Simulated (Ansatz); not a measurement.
# AlO (oxoaluminum): UHF/STO-3G

What is the vertical doublet–quartet gap of AlO (oxoaluminum) at UHF/STO-3G? 

The calculation is run with Ansatz 0.2.0.

36 further runs of the same task are left out: 36 set aside as unsound or not needed.

**1. Starting point**

AlO: 2 atoms, total charge 0, spin state doublet. As SMILES, `[O]=[Al]`. The coordinates come from a PBE0-D4/def2-TZVP relaxation.

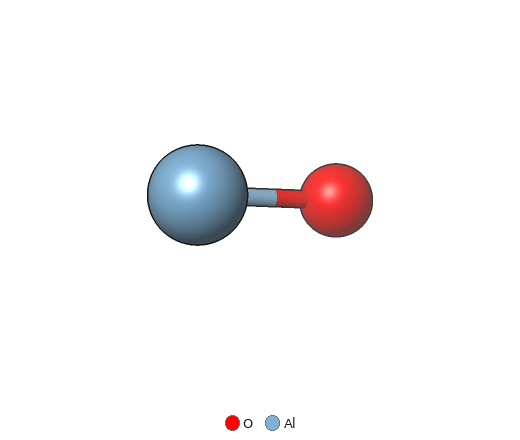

The structure, seen from a chosen angle (oxygen red, aluminium light blue).

**2. The energy at UHF/STO-3G**

molecule.yaml

```yaml
crystal:
  periodic: [false, false, false]
  atoms:
    - {symbol: O, position_ang: [0.000000, -0.000000, -0.024920]}
    - {symbol: Al, position_ang: [-0.000000, 0.000000, 1.594970]}
basis:
  gaussian: {orbitals: STO-3G}
total_charge: 0
magnetization: {spin_polarized: true, initial_magnetization: 1}
accuracy: high
hamiltonian: {xc: hf}
output: {orbitals: {seedname: orbitals}}
```

On the command line:

```console
ansatz run molecule.yaml --threads 1 --pin off --max-ram 3480MiB --events-out events.jsonl --progress --plain --runs-dir runs
```

Standard output:

```text
Warning: RAYON_NUM_THREADS=1 ignored (pool sized by the plan → 1); use --threads N
Functional definition: HF
  name "HF"
  exchange = exact_x
  correlation = 0
224 factors; integrals over basis functions are off by at most 2.5e-8 eV
mean field evaluation 1: about -8503.4654 eV, gradient 2.6e1 eV
mean field evaluation 2: about -8503.4833 eV, gradient 2.6e1 eV
mean field evaluation 4: about -8510.2511 eV, gradient 4.9e0 eV
mean field evaluation 8: about -8510.9736 eV, gradient 2.5e-1 eV
mean field evaluation 16: about -8511.0260 eV, gradient 5.4e-1 eV
mean field evaluation 32: about -8503.4654 eV, gradient 2.6e1 eV
mean field evaluation 64: about -8511.1534 eV, gradient 2.5e0 eV
mean field evaluation 96: about -8502.2210 eV, gradient 1.5e1 eV
mean field evaluation 128: about -8503.6865 eV, gradient 7.7e0 eV
mean field -8511.48329811 eV, -312.7912419150 hartree, gradient 1.0e-8 eV, S^2 0.753695; 3 other end points of the search recorded, 0 dependent functions left out
reference -8511.48329811 eV, -312.7912419150 hartree; 11, 10 occupied and 3, 4 virtual orbitals, 224 factors
Total energy: -8511.48329811 eV, -312.7912419150 hartree
```

Wall time 0.16 s (1 thread of Arm Neoverse V1, shared host).

**3. The quartet**

run.yaml

```yaml
crystal:
  periodic: [false, false, false]
  atoms:
    - symbol: O
      position_ang: [0.000000, -0.000000, -0.024920]
    - symbol: Al
      position_ang: [-0.000000, 0.000000, 1.594970]
basis:
  gaussian: {orbitals: STO-3G}
output: {orbitals: {seedname: orbitals}}
magnetization: {spin_polarized: true, initial_magnetization: 3}
accuracy: high
hamiltonian: {xc: hf}
```

On the command line:

```console
ansatz run run.yaml --threads 1 --pin off --max-ram 3480MiB --events-out events.jsonl --progress --plain --runs-dir runs
```

Standard output:

```text
Warning: RAYON_NUM_THREADS=1 ignored (pool sized by the plan → 1); use --threads N
[... 4 set-up lines as earlier in the session ...]
224 factors; integrals over basis functions are off by at most 2.5e-8 eV
mean field evaluation 1: about -8506.7273 eV, gradient 5.2e0 eV
mean field evaluation 2: about -8506.7579 eV, gradient 5.2e0 eV
mean field evaluation 4: about -8507.4135 eV, gradient 1.2e0 eV
mean field evaluation 8: about -8507.4870 eV, gradient 6.0e-3 eV
mean field evaluation 16: about -8507.7994 eV, gradient 1.4e-1 eV
mean field evaluation 32: about -8507.5127 eV, gradient 2.3e0 eV
mean field evaluation 64: about -8507.4118 eV, gradient 1.2e0 eV
mean field -8507.80086269 eV, -312.6559149092 hartree, gradient 4.7e-8 eV, S^2 3.755875; 3 other end points of the search recorded, 0 dependent functions left out
reference -8507.80086269 eV, -312.6559149092 hartree; 12, 9 occupied and 2, 5 virtual orbitals, 224 factors
Total energy: -8507.80086269 eV, -312.6559149092 hartree
```

Wall time 0.12 s (1 thread of Arm Neoverse V1, shared host).

**4. What came out**

At UHF/STO-3G:

| quantity | value |
| --- | --- |
| doublet: total energy | -312.79124 Eh |
| doublet: HOMO energy (highest over α and β) | -4.07 eV |
| doublet: LUMO energy (lowest over α and β) | 8.13 eV |
| doublet: ⟨S²⟩ | 0.754 |
| quartet: total energy | -312.65591 Eh |
| quartet: HOMO energy (highest over α and β) | -0.38 eV |
| quartet: LUMO energy (lowest over α and β) | 7.06 eV |
| quartet: ⟨S²⟩ | 3.756 |
| vertical energy of the quartet above the doublet | 3.682 eV |

What this shows: At this shape the quartet lies 3.68 eV (355 kJ/mol) above the doublet. In a minimal basis such a difference can be off by several eV, whatever the method.
